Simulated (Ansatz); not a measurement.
**Run report: BiCl2F, geometry relaxation**

BiCl2F, SMILES [F][Bi]([Cl])[Cl], computed with RKS PBE-D4/def2-SVP (Ansatz 0.2.0).

It belongs to a series of runs on one base structure; here: start relaxed. Figures and captions count atoms from 1; the log counts them from 0 in places.

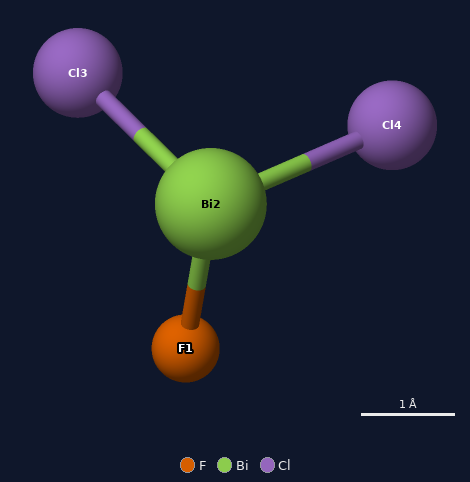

**Figure 1.** The structure as given in the input (ball-and-stick view, seen on its broad side; atoms are numbered from 1 in the order of the input). Sticks mark near contacts. Bond lengths as drawn: Bi–Cl 2.47 to 2.50 Å and Bi–F 2.08 Å.

**Key numbers**

| quantity | value |
| --- | --- |
| outcome | converged |
| total energy | −33583.6506 eV |
| mean-field energy | −33583.5122 eV |
| largest force (length of the vector) at the end | 0.022 eV/Å |
| hardware | 1 thread of Arm Neoverse V1, 24 GiB of memory available, shared host |
| wall time | 10 s |
| peak memory | 0.13 GiB |

**The input**
```yaml
crystal:
  periodic: [false, false, false]
  atoms:
    - { symbol: F, position_ang: [-0.5443, 0.1118, 1.702] }
    - { symbol: Bi, position_ang: [-0.5014, -0.9047, -0.1101] }
    - { symbol: Cl, position_ang: [1.9325, -0.4918, -0.2333] }
    - { symbol: Cl, position_ang: [-0.8312, 1.2245, -1.3789] }
basis:
  gaussian: { orbitals: def2-SVP }
hamiltonian:
  xc: pbe
  dispersion: d4
relax:
  f_tol: 0.02
  max_steps: 40
output:
  orbitals: {}
```

Run as:
```bash
ansatz run input.yaml --threads 1 --pin off --max-ram 2048MiB --backend cpu --events-out ev --progress --plain --runs-dir out
```

**What the program printed**
```
The last accepted step is kept in [file] (removed where the run ends without a failure and the disk answers)
Engine: ansatz 0.2.0, aarch64-unknown-linux-gnu
Functional definition: PBE
  parameter kappa = 0.804
  parameter beta = 0.06672455060314922
  exchange = pbe_x(kappa = kappa, mu = beta*pi^2/3)
  correlation = pbe_c(beta = beta)
814 factors; their error is unknown
mean field evaluation 1: about -33578.3539 eV, gradient 4.7e1 eV
mean field evaluation 2: about -33381.1946 eV, gradient 2.6e2 eV
mean field evaluation 4: about -33582.2796 eV, gradient 2.1e1 eV
mean field evaluation 8: about -33583.3524 eV, gradient 3.2e-1 eV
mean field evaluation 16: about -33583.3041 eV, gradient 4.8e-4 eV
mean field -33583.30414599 eV, -1234.1636637840 hartree, gradient 1.8e-5 eV, S^2 0.000000; 0 other end points of the search recorded, 0 dependent functions left out
the calculation of the forces begins
reference -33583.30417343 eV, -1234.1636647925 hartree; 33, 33 occupied and 43, 43 virtual orbitals, 814 factors
relax step   1: F+E_penalty+E_count = -33583.45019546 eV  Δ(F+E_penalty+E_count) = +0.000e0 eV  max|allowed force component| = 1.387e0 eV/Å  Δτ_max = 0.0000 Å  (28 SCF iters, accepted)
these checks for a lower state are left out or cut short: starts, cluster_reference, orbital_swaps, neighbouring_geometries, increment
814 factors; their error is unknown
mean field -33583.50866395 eV, -1234.1711796805 hartree, gradient 9.4e-6 eV, S^2 0.000000; 0 other end points of the search recorded, 0 dependent functions left out
the calculation of the forces begins
reference -33583.50869181 eV, -1234.1711807042 hartree; 33, 33 occupied and 43, 43 virtual orbitals, 814 factors
relax step   2: F+E_penalty+E_count = -33583.64758174 eV  Δ(F+E_penalty+E_count) = -1.974e-1 eV  max|allowed force component| = 1.888e-1 eV/Å  Δτ_max = 0.1948 Å  (33 SCF iters, accepted)
these checks for a lower state are left out or cut short: starts, cluster_reference, orbital_swaps, neighbouring_geometries, increment
814 factors; their error is unknown
mean field evaluation 32: about -33583.5119 eV, gradient 1.5e-4 eV
mean field -33583.51188752 eV, -1234.1712981445 hartree, gradient 2.2e-5 eV, S^2 0.000000; 0 other end points of the search recorded, 0 dependent functions left out
the calculation of the forces begins
reference -33583.51191542 eV, -1234.1712991696 hartree; 33, 33 occupied and 43, 43 virtual orbitals, 814 factors
relax step   3: F+E_penalty+E_count = -33583.65033793 eV  Δ(F+E_penalty+E_count) = -2.756e-3 eV  max|allowed force component| = 4.356e-2 eV/Å  Δτ_max = 0.0231 Å  (27 SCF iters, accepted)
these checks for a lower state are left out or cut short: starts, cluster_reference, orbital_swaps, neighbouring_geometries, increment
814 factors; their error is unknown
mean field -33583.51213626 eV, -1234.1713072854 hartree, gradient 2.2e-5 eV, S^2 0.000000; 0 other end points of the search recorded, 0 dependent functions left out
the calculation of the forces begins
reference -33583.51216415 eV, -1234.1713083103 hartree; 33, 33 occupied and 43, 43 virtual orbitals, 814 factors
relax step   4: F+E_penalty+E_count = -33583.65059145 eV  Δ(F+E_penalty+E_count) = -2.535e-4 eV  max|allowed force component| = 1.554e-2 eV/Å  Δτ_max = 0.0124 Å  (28 SCF iters, accepted)
```

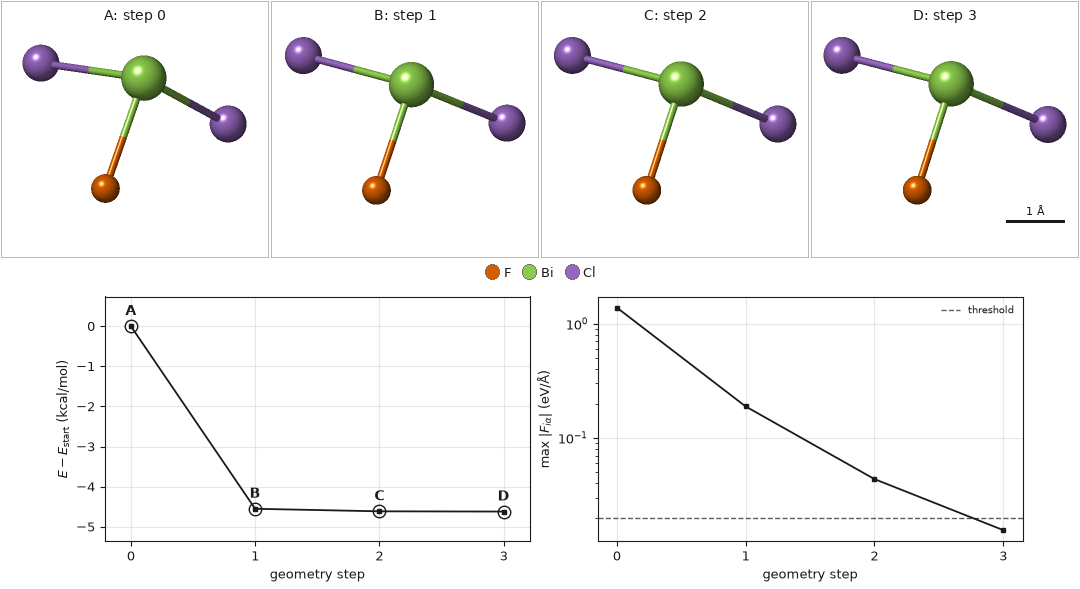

**Figure 2.** Frames of the relaxation (ball-and-stick view, seen at a tilt) above the curves, on which the letters mark them (the first geometry is step 0 here and step 1 in the log).

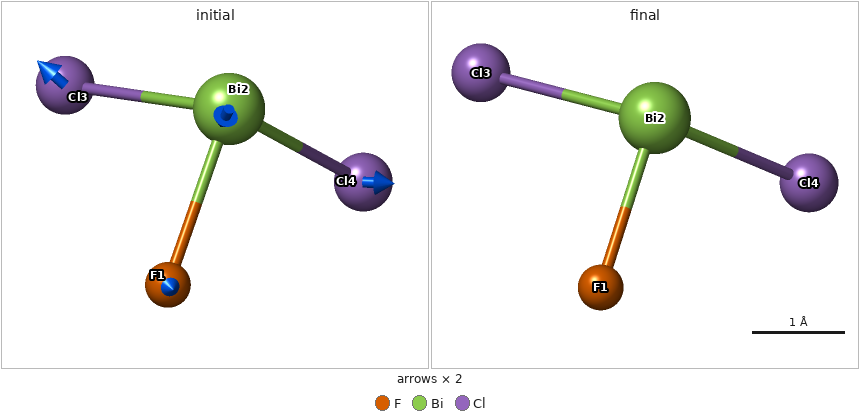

**Figure 3.** Before (left) and after (right) the relaxation, at one scale (ball-and-stick view, seen at a tilt). The blue arrows give the displacements, magnified 2 times. Over 3 geometry steps the energy falls by 4.62 kcal/mol. The largest force component goes from 1.4 to 0.016 eV/Å. The atom that moves furthest after the best rigid fit is Cl3 (0.21 Å). Largest moves by element: Cl 0.21 Å, Bi 0.19 Å, F 0.11 Å. Distances before and after: F1–Bi2 2.078 → 2.052 Å, Bi2–Cl4 2.500 → 2.478 Å, Bi2–Cl3 2.472 → 2.478 Å. Among the angles that change: Cl3–Bi2–Cl4 87.8° → 100.3°, F1–Bi2–Cl3 89.0° → 98.3°, F1–Bi2–Cl4 91.3° → 98.2°. (Atoms are counted from 1 in the order of the input.)

```
814 factors; their error is unknown
mean field -33583.51213626 eV, -1234.1713072854 hartree, gradient 2.2e-5 eV, S^2 0.000000; 1 other end points of the search recorded, 0 dependent functions left out
the calculation of the forces begins
reference -33583.51216415 eV, -1234.1713083103 hartree; 33, 33 occupied and 43, 43 virtual orbitals, 814 factors
Total energy: -33583.65061933 eV, -1234.1763964446 hartree
Atom 0 at    -0.632144     0.075184     1.760973 Å, force     0.000848    -0.003674    -0.004223 eV/Å
Atom 1 at    -0.395904    -0.745288    -0.105394 Å, force    -0.011740    -0.009865     0.015545 eV/Å
Atom 2 at     2.077054    -0.641445    -0.229921 Å, force     0.008073     0.004685    -0.003571 eV/Å
Atom 3 at    -0.993407     1.251348    -1.445958 Å, force     0.002819     0.008854    -0.007750 eV/Å
Dipole moment:    -0.367539    -0.732847    -0.211073 e Å
```

**Trajectory as extended XYZ (Å, eV, eV/Å), 4 frames, from step=1 to step=4**
```
4
Properties=species:S:1:pos:R:3:forces:R:3 step=1 energy=-33583.45019
F    -0.5443    0.1118    1.7020   -0.2965  -0.5589  -0.3350
Bi   -0.5014   -0.9047   -0.1101    0.4884   1.3870   0.4547
Cl    1.9325   -0.4918   -0.2333    0.1409  -0.4519  -0.0674
Cl   -0.8312    1.2245   -1.3789   -0.3328  -0.3762  -0.0523
4
Properties=species:S:1:pos:R:3:forces:R:3 step=2 energy=-33583.64758
F    -0.6355    0.0612    1.7833    0.0024   0.0373  -0.0247
Bi   -0.4058   -0.7356   -0.0956    0.0187  -0.1888   0.0727
Cl    2.0630   -0.6250   -0.2478    0.0431  -0.0088   0.0174
Cl   -0.9660    1.2392   -1.4602   -0.0641   0.1602  -0.0655
4
Properties=species:S:1:pos:R:3:forces:R:3 step=3 energy=-33583.65034
F    -0.6322    0.0695    1.7704   -0.0001  -0.0001  -0.0269
Bi   -0.4009   -0.7455   -0.1001    0.0241   0.0436  -0.0143
Cl    2.0737   -0.6354   -0.2355   -0.0263  -0.0078   0.0059
Cl   -0.9851    1.2512   -1.4551    0.0023  -0.0357   0.0353
4
Properties=species:S:1:pos:R:3:forces:R:3 step=4 energy=-33583.65059
F    -0.6321    0.0752    1.7610    0.0008  -0.0037  -0.0042
Bi   -0.3959   -0.7453   -0.1054   -0.0117  -0.0099   0.0155
Cl    2.0771   -0.6414   -0.2299    0.0081   0.0047  -0.0036
Cl   -0.9934    1.2513   -1.4460    0.0028   0.0089  -0.0077
```

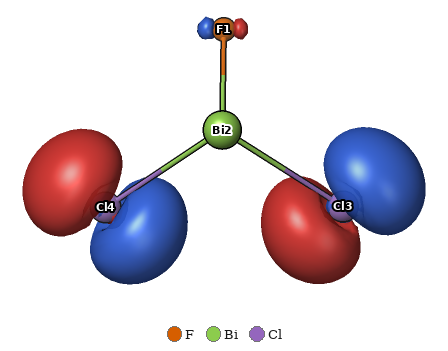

**Figure 4.** The HOMO at ±0.15 Å⁻³ᐟ² (red and blue are the two phases), seen face on. Its energy is −7.44 eV.

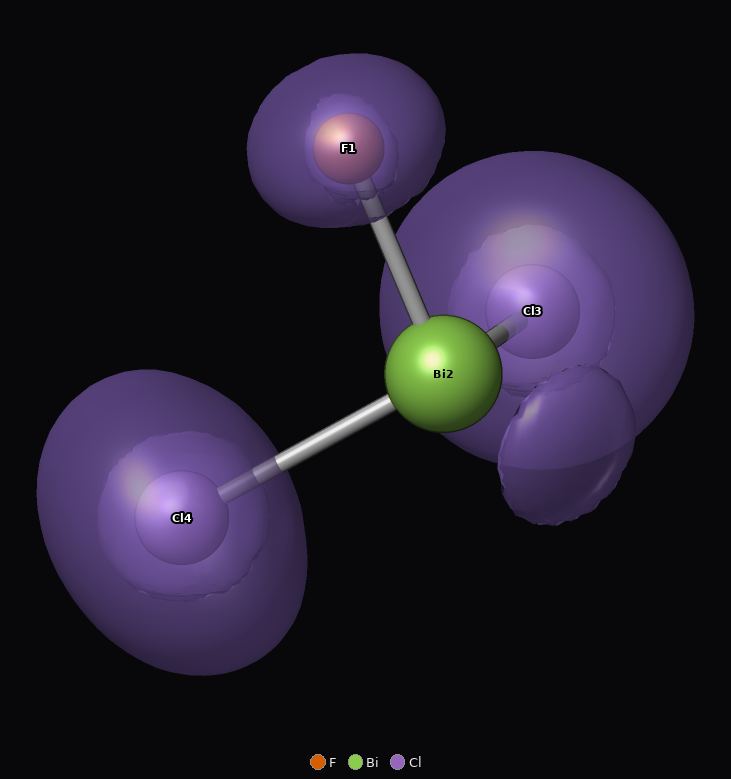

**Figure 5.** Isosurface of the electron localisation function at 0.75 (purple), seen at an oblique angle. Core shells and regions of very low density are left out. Profiles from the grid: Bi–F (2.05 Å): the ELF is about 0.15 at the midpoint. Bi–Cl (2.48 Å): the ELF peaks at about 0.80 in the valence shell of Cl, 0.8 Å from its nucleus, and drops to about 0.20 between the two atoms.

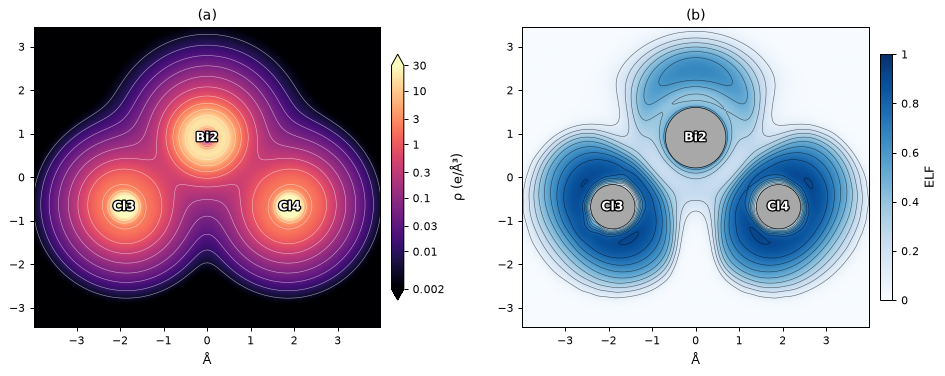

**Figure 6.** (a) electron density; (b) electron localisation function on the plane of atoms Cl3, Bi2 and Cl4. Grey discs, where drawn, cover atomic cores. The section cuts through Bi and Cl sites. Bi–Cl (2.48 Å): ρ is about 0.48 e/Å³ halfway; the ELF peaks at about 0.80 in the valence shell of Cl, 0.8 Å from its nucleus, and drops to about 0.20 between the two atoms.
